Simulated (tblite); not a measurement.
# C7H7FS (charge +1): geometry relaxation (part 2 of 2)

The same run, continued: C7H7FS, charge +1, multiplicity 2; GFN2-xTB geometry optimisation, gas phase (tblite 0.8.0). It belongs to a series of runs on one base structure; here: electron removed.

Geometry of the input (Å):
```
C  3.0377  -0.1899  0.2482
S  1.7299  -1.1944  -0.5144
C  0.1097  -0.4900  -0.2736
C  0.0044  0.7110  0.4083
C  -1.2718  1.2472  0.5956
C  -2.3789  0.5989  0.0694
C  -2.2454  -0.6029  -0.6310
C  -0.9832  -1.1453  -0.7957
F  -0.8998  -2.3167  -1.4782
H  4.0184  -0.3414  -0.2308
H  2.7996  0.9084  0.1492
H  3.0750  -0.4440  1.3250
H  0.8823  1.1816  0.8144
H  -1.3677  2.1962  1.1352
H  -3.3911  1.0017  0.1865
H  -3.1266  -1.1114  -1.0196
```

Trajectory as extended XYZ, continued:
```
16
Properties=species:S:1:pos:R:3:forces:R:3 step=27 energy=-708.75480
C     2.9689   -0.2057    0.2099   -0.0820  -0.0200  -0.0350
S     1.7148   -1.2294   -0.5766    0.0380   0.0710   0.0780
C     0.2010   -0.4498   -0.2439    0.0040   0.0390   0.0160
C    -0.0037    0.7445    0.4683    0.0000  -0.0010  -0.0020
C    -1.2765    1.2493    0.6140    0.0440   0.0020   0.0030
C    -2.3807    0.5861    0.0698   -0.0230  -0.0210   0.0100
C    -2.2150   -0.6044   -0.6216    0.0300  -0.0010  -0.0370
C    -0.9404   -1.1061   -0.7772    0.0120  -0.0300   0.0040
F    -0.7433   -2.2396   -1.4381    0.0030   0.0050  -0.0080
H     3.9276   -0.5168   -0.2032   -0.0660   0.0000   0.0320
H     2.7949    0.8448   -0.0057    0.0520  -0.0050  -0.0070
H     2.9682   -0.3809    1.2857   -0.0170   0.0190  -0.0450
H     0.8202    1.2819    0.9092    0.0520  -0.0590  -0.0270
H    -1.4244    2.1724    1.1520    0.0090   0.0010   0.0160
H    -3.3684    1.0004    0.1913   -0.0390   0.0160   0.0070
H    -3.0507   -1.1377   -1.0455   -0.0170  -0.0150  -0.0050
16
Properties=species:S:1:pos:R:3:forces:R:3 step=29 energy=-708.75744
C     2.9712   -0.2076    0.2021   -0.0050   0.0400   0.0070
S     1.7118   -1.2223   -0.5766    0.0100  -0.0010   0.0310
C     0.1974   -0.4458   -0.2409    0.0400   0.0320   0.0210
C    -0.0069    0.7440    0.4782   -0.0170   0.0170  -0.0110
C    -1.2809    1.2460    0.6226    0.0000   0.0070  -0.0130
C    -2.3840    0.5851    0.0715   -0.0260  -0.0490   0.0110
C    -2.2170   -0.6039   -0.6233    0.0430  -0.0060  -0.0540
C    -0.9416   -1.1030   -0.7795    0.0430  -0.0140   0.0310
F    -0.7384   -2.2342   -1.4431   -0.0120   0.0200  -0.0040
H     3.9314   -0.5527   -0.1774   -0.0490  -0.0290  -0.0080
H     2.8362    0.8396   -0.0510    0.0040   0.0300  -0.0150
H     2.9524   -0.3426    1.2822   -0.0510   0.0040   0.0030
H     0.8150    1.2828    0.9223    0.0530  -0.0850  -0.0420
H    -1.4330    2.1669    1.1631    0.0140   0.0020   0.0210
H    -3.3733    0.9970    0.1922   -0.0180   0.0180   0.0080
H    -3.0478   -1.1404   -1.0538   -0.0280   0.0120   0.0130
16
Properties=species:S:1:pos:R:3:forces:R:3 step=30 energy=-708.75872
C     2.9729   -0.2075    0.1975    0.0470   0.0730   0.0330
S     1.7110   -1.2178   -0.5757   -0.0160  -0.0430  -0.0020
C     0.1968   -0.4427   -0.2386    0.0270   0.0020   0.0110
C    -0.0095    0.7441    0.4839   -0.0130   0.0210  -0.0170
C    -1.2842    1.2441    0.6273   -0.0350   0.0040  -0.0140
C    -2.3869    0.5832    0.0730   -0.0070  -0.0340   0.0080
C    -2.2170   -0.6036   -0.6259    0.0240   0.0000  -0.0340
C    -0.9408   -1.1013   -0.7797    0.0380   0.0070   0.0300
F    -0.7360   -2.2302   -1.4462   -0.0040   0.0150  -0.0040
H     3.9324   -0.5759   -0.1615   -0.0460  -0.0290  -0.0180
H     2.8617    0.8368   -0.0796   -0.0130   0.0260  -0.0100
H     2.9412   -0.3188    1.2797   -0.0610   0.0100   0.0140
H     0.8129    1.2811    0.9294    0.0510  -0.0770  -0.0400
H    -1.4382    2.1634    1.1704    0.0140  -0.0040   0.0180
H    -3.3771    0.9955    0.1929    0.0080   0.0020   0.0060
H    -3.0469   -1.1413   -1.0583   -0.0120   0.0260   0.0190
16
Properties=species:S:1:pos:R:3:forces:R:3 step=32 energy=-708.76060
C     2.9766   -0.2031    0.1924    0.0410   0.0400   0.0310
S     1.7096   -1.2124   -0.5732   -0.0130  -0.0440  -0.0190
C     0.1964   -0.4385   -0.2351   -0.0110  -0.0420  -0.0110
C    -0.0140    0.7445    0.4911    0.0080   0.0030  -0.0260
C    -1.2901    1.2412    0.6339   -0.0300  -0.0030  -0.0010
C    -2.3916    0.5790    0.0756    0.0270   0.0170  -0.0010
C    -2.2164   -0.6028   -0.6313   -0.0120   0.0110   0.0240
C    -0.9387   -1.0988   -0.7792   -0.0030   0.0220  -0.0030
F    -0.7327   -2.2237   -1.4515    0.0150   0.0000  -0.0040
H     3.9295   -0.6120   -0.1372   -0.0070  -0.0120  -0.0170
H     2.9017    0.8341   -0.1226   -0.0340   0.0130  -0.0020
H     2.9215   -0.2808    1.2760   -0.0560   0.0320   0.0280
H     0.8136    1.2729    0.9368    0.0250  -0.0310  -0.0230
H    -1.4448    2.1575    1.1827    0.0020  -0.0130   0.0070
H    -3.3821    0.9932    0.1947    0.0330  -0.0280   0.0020
H    -3.0461   -1.1413   -1.0644    0.0150   0.0350   0.0140
16
Properties=species:S:1:pos:R:3:forces:R:3 step=34 energy=-708.76153
C     2.9779   -0.1990    0.1928   -0.0340  -0.0250  -0.0020
S     1.7086   -1.2131   -0.5720    0.0240   0.0100   0.0090
C     0.1957   -0.4392   -0.2344   -0.0030  -0.0170  -0.0110
C    -0.0149    0.7447    0.4908    0.0160  -0.0220  -0.0170
C    -1.2917    1.2405    0.6356    0.0430   0.0010   0.0080
C    -2.3916    0.5782    0.0763    0.0200   0.0220   0.0000
C    -2.2160   -0.6020   -0.6321   -0.0030   0.0040   0.0250
C    -0.9385   -1.0978   -0.7796   -0.0180  -0.0100  -0.0250
F    -0.7310   -2.2218   -1.4532    0.0050  -0.0040  -0.0060
H     3.9261   -0.6216   -0.1320    0.0180   0.0080   0.0050
H     2.9107    0.8355   -0.1329   -0.0350   0.0010  -0.0020
H     2.9122   -0.2687    1.2765   -0.0330   0.0370   0.0150
H     0.8176    1.2660    0.9355   -0.0010   0.0010  -0.0120
H    -1.4455    2.1553    1.1868   -0.0040  -0.0070   0.0060
H    -3.3817    0.9912    0.1957    0.0070  -0.0170   0.0060
H    -3.0456   -1.1393   -1.0651   -0.0030   0.0200   0.0000
16
Properties=species:S:1:pos:R:3:forces:R:3 step=36 energy=-708.76220
C     2.9760   -0.1971    0.1952   -0.0390  -0.0160  -0.0140
S     1.7091   -1.2153   -0.5708    0.0230   0.0210   0.0150
C     0.1947   -0.4426   -0.2359    0.0230   0.0210  -0.0120
C    -0.0129    0.7433    0.4867    0.0130  -0.0250   0.0100
C    -1.2887    1.2408    0.6356    0.0640   0.0040   0.0000
C    -2.3884    0.5799    0.0764   -0.0020  -0.0100   0.0090
C    -2.2159   -0.6012   -0.6302    0.0200  -0.0070  -0.0130
C    -0.9397   -1.0984   -0.7815    0.0030  -0.0350  -0.0120
F    -0.7303   -2.2227   -1.4541   -0.0210  -0.0090  -0.0130
H     3.9244   -0.6195   -0.1341   -0.0210   0.0410   0.0530
H     2.9046    0.8388   -0.1299   -0.0210  -0.0460   0.0010
H     2.9056   -0.2651    1.2801   -0.0010   0.0230  -0.0350
H     0.8227    1.2604    0.9299   -0.0050   0.0190  -0.0040
H    -1.4438    2.1544    1.1880    0.0120   0.0020   0.0070
H    -3.3790    0.9888    0.1968   -0.0170   0.0140   0.0150
H    -3.0460   -1.1356   -1.0637   -0.0290   0.0030  -0.0070
16
Properties=species:S:1:pos:R:3:forces:R:3 step=38 energy=-708.76292
C     2.9713   -0.1965    0.1975   -0.0050   0.0100   0.0020
S     1.7108   -1.2164   -0.5689   -0.0140  -0.0300  -0.0210
C     0.1953   -0.4451   -0.2388    0.0090   0.0030  -0.0160
C    -0.0098    0.7409    0.4830    0.0120   0.0000   0.0160
C    -1.2834    1.2417    0.6337   -0.0100  -0.0080  -0.0060
C    -2.3855    0.5811    0.0768    0.0030  -0.0180   0.0090
C    -2.2154   -0.6012   -0.6293    0.0050  -0.0040  -0.0200
C    -0.9403   -1.1011   -0.7830    0.0140  -0.0050   0.0050
F    -0.7326   -2.2257   -1.4547   -0.0220  -0.0150  -0.0170
H     3.9217   -0.6082   -0.1376    0.0000   0.0240   0.0480
H     2.8926    0.8406   -0.1181   -0.0240  -0.0050  -0.0230
H     2.9063   -0.2697    1.2815   -0.0030   0.0080   0.0000
H     0.8268    1.2578    0.9236    0.0060   0.0240   0.0060
H    -1.4396    2.1550    1.1865    0.0290  -0.0030   0.0020
H    -3.3772    0.9891    0.1983    0.0120   0.0130   0.0150
H    -3.0484   -1.1331   -1.0617   -0.0110   0.0060   0.0010
16
Properties=species:S:1:pos:R:3:forces:R:3 step=39 energy=-708.76342
C     2.9686   -0.1959    0.1975    0.0280   0.0340   0.0230
S     1.7117   -1.2170   -0.5683   -0.0320  -0.0570  -0.0410
C     0.1961   -0.4460   -0.2406   -0.0080  -0.0160  -0.0150
C    -0.0081    0.7390    0.4828    0.0080   0.0170   0.0080
C    -1.2808    1.2413    0.6341   -0.0560  -0.0190  -0.0040
C    -2.3842    0.5809    0.0779    0.0100  -0.0160   0.0050
C    -2.2147   -0.6011   -0.6298   -0.0110   0.0020  -0.0140
C    -0.9401   -1.1025   -0.7843    0.0110   0.0190   0.0090
F    -0.7336   -2.2265   -1.4570   -0.0180  -0.0130  -0.0140
H     3.9206   -0.6088   -0.1320   -0.0030   0.0240   0.0480
H     2.8921    0.8401   -0.1225   -0.0230  -0.0040  -0.0280
H     2.9009   -0.2625    1.2819   -0.0050   0.0020  -0.0020
H     0.8288    1.2562    0.9220    0.0110   0.0230   0.0110
H    -1.4381    2.1538    1.1887    0.0400  -0.0100  -0.0060
H    -3.3768    0.9885    0.2002    0.0380   0.0070   0.0130
H    -3.0500   -1.1307   -1.0618    0.0100   0.0080   0.0070
16
Properties=species:S:1:pos:R:3:forces:R:3 step=41 energy=-708.76533
C     2.9603   -0.1908    0.1969    0.0770   0.0650   0.0530
S     1.7137   -1.2223   -0.5686   -0.0350  -0.0590  -0.0440
C     0.1986   -0.4494   -0.2474   -0.0430  -0.0500   0.0130
C    -0.0019    0.7320    0.4843   -0.0080   0.0410  -0.0340
C    -1.2732    1.2373    0.6390   -0.1050  -0.0490   0.0140
C    -2.3790    0.5783    0.0833    0.0200  -0.0030  -0.0060
C    -2.2121   -0.5997   -0.6328   -0.0410   0.0150   0.0070
C    -0.9392   -1.1060   -0.7903   -0.0100   0.0680   0.0020
F    -0.7372   -2.2276   -1.4689   -0.0070   0.0140   0.0070
H     3.9171   -0.6215   -0.0961   -0.0220   0.0410   0.0470
H     2.8992    0.8358   -0.1591   -0.0120  -0.0370  -0.0210
H     2.8690   -0.2178    1.2824   -0.0100  -0.0140  -0.0410
H     0.8374    1.2497    0.9191   -0.0020   0.0050   0.0120
H    -1.4322    2.1456    1.2016    0.0610  -0.0290  -0.0270
H    -3.3730    0.9846    0.2095    0.0820  -0.0010   0.0120
H    -3.0552   -1.1192   -1.0642    0.0550  -0.0080   0.0080
16
Properties=species:S:1:pos:R:3:forces:R:3 step=43 energy=-708.76760
C     2.9524   -0.1837    0.1983    0.0070   0.0020  -0.0030
S     1.7144   -1.2318   -0.5712    0.0160   0.0310   0.0250
C     0.2000   -0.4546   -0.2537   -0.0180  -0.0260   0.0420
C     0.0044    0.7263    0.4834   -0.0130   0.0080  -0.0610
C    -1.2671    1.2306    0.6449    0.0020  -0.0400   0.0230
C    -2.3724    0.5749    0.0885   -0.0020   0.0100  -0.0040
C    -2.2106   -0.5979   -0.6358   -0.0200   0.0120   0.0170
C    -0.9394   -1.1072   -0.7973   -0.0220   0.0460  -0.0130
F    -0.7424   -2.2279   -1.4805    0.0000   0.0480   0.0270
H     3.9130   -0.6271   -0.0554    0.0070   0.0290   0.0140
H     2.9008    0.8291   -0.1960    0.0040  -0.0280  -0.0110
H     2.8361   -0.1755    1.2807   -0.0290  -0.0170  -0.0230
H     0.8460    1.2447    0.9159   -0.0390  -0.0270  -0.0070
H    -1.4207    2.1361    1.2127    0.0410  -0.0220  -0.0250
H    -3.3640    0.9812    0.2204    0.0270   0.0170   0.0150
H    -3.0582   -1.1084   -1.0661    0.0400  -0.0430  -0.0150
16
Properties=species:S:1:pos:R:3:forces:R:3 step=45 energy=-708.76887
C     2.9503   -0.1803    0.1977   -0.0340  -0.0390  -0.0290
S     1.7144   -1.2339   -0.5714    0.0260   0.0360   0.0330
C     0.1992   -0.4573   -0.2533    0.0220   0.0080   0.0120
C     0.0055    0.7249    0.4812    0.0010  -0.0300  -0.0150
C    -1.2662    1.2247    0.6498    0.0620   0.0050  -0.0050
C    -2.3708    0.5732    0.0908   -0.0230   0.0120   0.0100
C    -2.2115   -0.5964   -0.6371    0.0070   0.0000   0.0060
C    -0.9405   -1.1040   -0.8008   -0.0020  -0.0070   0.0010
F    -0.7443   -2.2241   -1.4844    0.0010   0.0260   0.0060
H     3.9119   -0.6313   -0.0326    0.0320   0.0060  -0.0120
H     2.9077    0.8230   -0.2188    0.0060   0.0060  -0.0010
H     2.8190   -0.1546    1.2768   -0.0370   0.0020   0.0120
H     0.8465    1.2416    0.9164   -0.0280  -0.0200  -0.0130
H    -1.4136    2.1303    1.2172    0.0080   0.0040   0.0000
H    -3.3590    0.9811    0.2263   -0.0450   0.0330   0.0190
H    -3.0563   -1.1078   -1.0692    0.0040  -0.0430  -0.0260
16
Properties=species:S:1:pos:R:3:forces:R:3 step=47 energy=-708.76948
C     2.9480   -0.1789    0.1965    0.0040  -0.0090   0.0020
S     1.7157   -1.2337   -0.5698    0.0030  -0.0230  -0.0070
C     0.1999   -0.4593   -0.2532    0.0140   0.0020  -0.0180
C     0.0067    0.7223    0.4798    0.0030  -0.0170   0.0220
C    -1.2637    1.2213    0.6525    0.0010   0.0200  -0.0230
C    -2.3705    0.5728    0.0932   -0.0200   0.0070   0.0090
C    -2.2119   -0.5952   -0.6377    0.0000   0.0000   0.0040
C    -0.9408   -1.1023   -0.8027    0.0030  -0.0130   0.0150
F    -0.7452   -2.2209   -1.4875    0.0010  -0.0040  -0.0150
H     3.9114   -0.6356   -0.0171    0.0150   0.0050  -0.0120
H     2.9143    0.8188   -0.2350    0.0080   0.0080   0.0110
H     2.8050   -0.1382    1.2740   -0.0260   0.0100   0.0020
H     0.8463    1.2379    0.9160    0.0080   0.0020   0.0000
H    -1.4092    2.1263    1.2210    0.0050   0.0100   0.0070
H    -3.3583    0.9822    0.2311   -0.0300   0.0230   0.0170
H    -3.0552   -1.1085   -1.0724    0.0120  -0.0200  -0.0120
16
Properties=species:S:1:pos:R:3:forces:R:3 step=48 energy=-708.76966
C     2.9471   -0.1787    0.1966    0.0120   0.0010   0.0050
S     1.7164   -1.2344   -0.5695   -0.0030  -0.0330  -0.0160
C     0.2006   -0.4599   -0.2540    0.0020  -0.0050  -0.0150
C     0.0074    0.7211    0.4796   -0.0020  -0.0030   0.0190
C    -1.2625    1.2213    0.6522   -0.0230   0.0120  -0.0190
C    -2.3706    0.5730    0.0939   -0.0130   0.0050   0.0030
C    -2.2118   -0.5950   -0.6377   -0.0060   0.0020   0.0060
C    -0.9407   -1.1026   -0.8028    0.0000  -0.0050   0.0120
F    -0.7457   -2.2207   -1.4885    0.0000  -0.0050  -0.0140
H     3.9113   -0.6348   -0.0148    0.0140   0.0020  -0.0090
H     2.9140    0.8182   -0.2364    0.0070   0.0120   0.0070
H     2.8017   -0.1356    1.2735   -0.0220   0.0070   0.0060
H     0.8469    1.2369    0.9151    0.0140   0.0050   0.0040
H    -1.4079    2.1258    1.2217    0.0090   0.0060   0.0010
H    -3.3588    0.9829    0.2326   -0.0090   0.0130   0.0130
H    -3.0550   -1.1086   -1.0730    0.0210  -0.0120  -0.0050
16
Properties=species:S:1:pos:R:3:forces:R:3 step=50 energy=-708.76991
C     2.9462   -0.1783    0.1966    0.0030   0.0040   0.0000
S     1.7173   -1.2372   -0.5697   -0.0020  -0.0130  -0.0110
C     0.2016   -0.4611   -0.2555   -0.0070  -0.0060   0.0030
C     0.0082    0.7189    0.4799   -0.0050   0.0090   0.0010
C    -1.2614    1.2211    0.6516   -0.0210  -0.0020  -0.0010
C    -2.3715    0.5734    0.0954    0.0020   0.0010  -0.0060
C    -2.2119   -0.5944   -0.6373   -0.0020  -0.0010   0.0070
C    -0.9408   -1.1029   -0.8028    0.0000   0.0040   0.0010
F    -0.7464   -2.2198   -1.4911   -0.0070   0.0000  -0.0070
H     3.9118   -0.6342   -0.0090    0.0050  -0.0030   0.0000
H     2.9152    0.8168   -0.2411    0.0030   0.0090   0.0030
H     2.7933   -0.1286    1.2724   -0.0070  -0.0010   0.0030
H     0.8482    1.2353    0.9143    0.0060   0.0010   0.0060
H    -1.4047    2.1248    1.2234    0.0060   0.0020  -0.0080
H    -3.3596    0.9848    0.2362    0.0140  -0.0030   0.0040
H    -3.0532   -1.1099   -1.0747    0.0150   0.0000   0.0050
16
Properties=species:S:1:pos:R:3:forces:R:3 step=52 energy=-708.76996
C     2.9465   -0.1784    0.1965   -0.0050  -0.0020  -0.0040
S     1.7173   -1.2379   -0.5702    0.0000   0.0060  -0.0010
C     0.2015   -0.4613   -0.2553    0.0020   0.0010   0.0050
C     0.0079    0.7191    0.4800    0.0000   0.0010  -0.0010
C    -1.2621    1.2211    0.6513    0.0040   0.0000   0.0010
C    -2.3719    0.5736    0.0952    0.0020  -0.0010  -0.0010
C    -2.2121   -0.5944   -0.6368    0.0040  -0.0030   0.0020
C    -0.9410   -1.1026   -0.8026    0.0020  -0.0020  -0.0010
F    -0.7468   -2.2194   -1.4914   -0.0080   0.0020  -0.0050
H     3.9124   -0.6339   -0.0090    0.0000  -0.0030   0.0030
H     2.9156    0.8169   -0.2408    0.0010   0.0060   0.0020
H     2.7924   -0.1288    1.2722   -0.0030  -0.0030   0.0000
H     0.8481    1.2354    0.9146   -0.0020  -0.0020   0.0020
H    -1.4041    2.1250    1.2229   -0.0010   0.0050  -0.0060
H    -3.3594    0.9853    0.2368    0.0020  -0.0020   0.0010
H    -3.0520   -1.1109   -1.0748    0.0010  -0.0020   0.0040
```

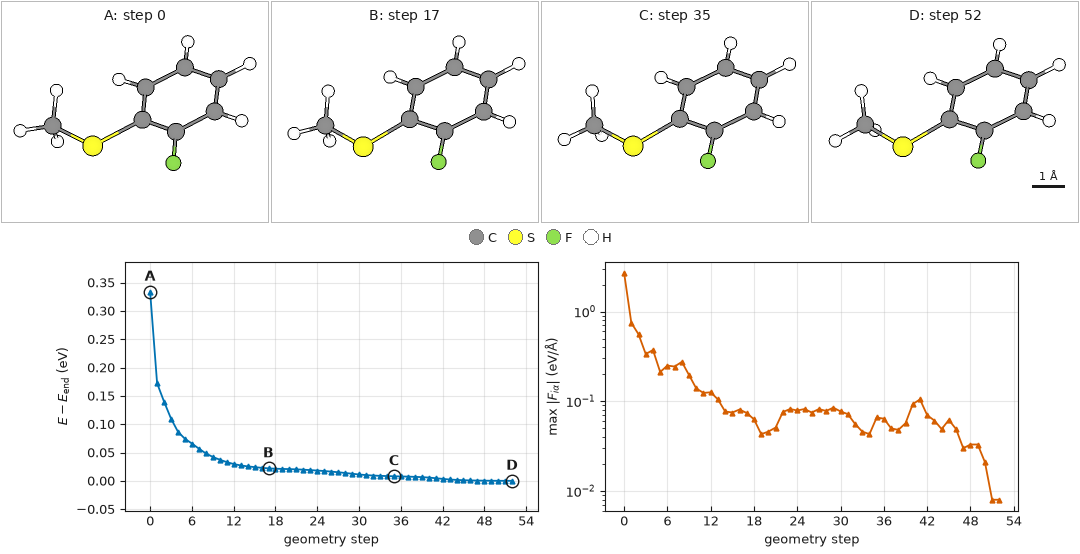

*Frames of the relaxation (ball-and-stick view, seen at a tilt) above the curves, on which the letters mark them (steps are counted from 0).*

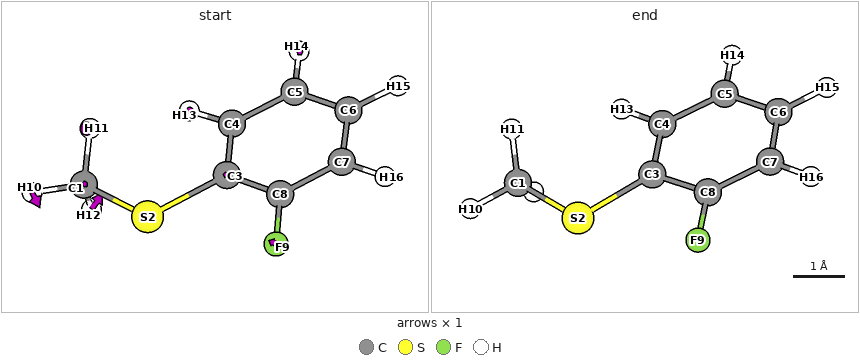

*Before (left) and after (right) the relaxation, at one scale (ball-and-stick view, seen at a tilt). The pink arrows give the displacements, at true length.*

The largest move after the best rigid fit is that of H12, 0.43 Å. Largest moves by element: H 0.43 Å, F 0.18 Å, C 0.11 Å, S 0.07 Å. Among the contacts that change: S2–C3 1.783 → 1.732 Å, C3–C8 1.377 → 1.420 Å, C1–H11 1.128 → 1.088 Å, C8–F9 1.358 → 1.326 Å. Among the angles that change: S2–C3–C4 118.6° → 126.4°, C1–S2–C3 112.3° → 104.9°, S2–C1–H10 112.5° → 106.3°. After 52 geometry steps the energy has fallen by 0.334 eV. The largest force component goes from 2.7 to 0.008 eV/Å. (Atoms are counted from 1 in the order of the input.)

Summary:

```tsv
quantity	value
outcome	converged
total energy	−708.7700 eV
hardware	1 CPU thread, shared host
peak memory	0.18 GiB
```
